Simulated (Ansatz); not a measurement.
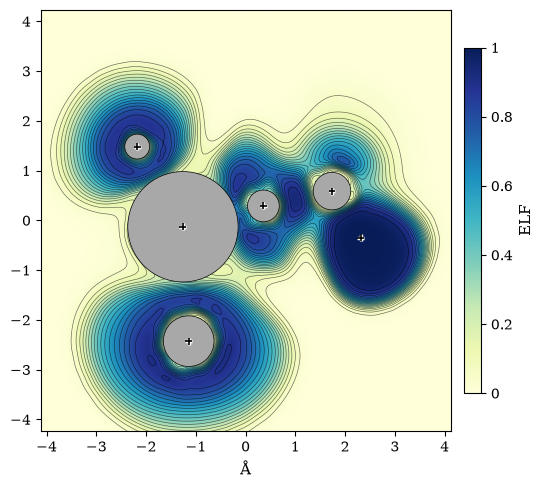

The ELF on a plane through atoms (crosses mark nuclei in the plane; grey discs cover the cores).

All numbers below come from Ansatz 0.2.0, isolated molecule in a Gaussian basis; Kohn-Sham density functional theory, functional PBE0.

Candidates:
A. AlH₆P (SMILES [AlH3-][PH3+])
B. H₈O₂Si₂Sn (SMILES [SiH3]O[SiH2][O][SnH3])
C. CH₃ClF₃MoN (SMILES C[N]=[Mo]([F])([F])([F])[Cl])

Which candidate gave the map?

Candidate C: CH₃ClF₃MoN on the plane of atoms N7, C1 and H10, which holds C, Cl, F, Mo, N and H. C–N (1.41 Å): the ELF peaks at about 0.95 between the atoms (localised, covalent bonding). Mo–N (1.67 Å): the ELF peaks at about 0.70 in the valence shell of N, 0.5 Å from its nucleus, and drops to about 0.35 between the two atoms.
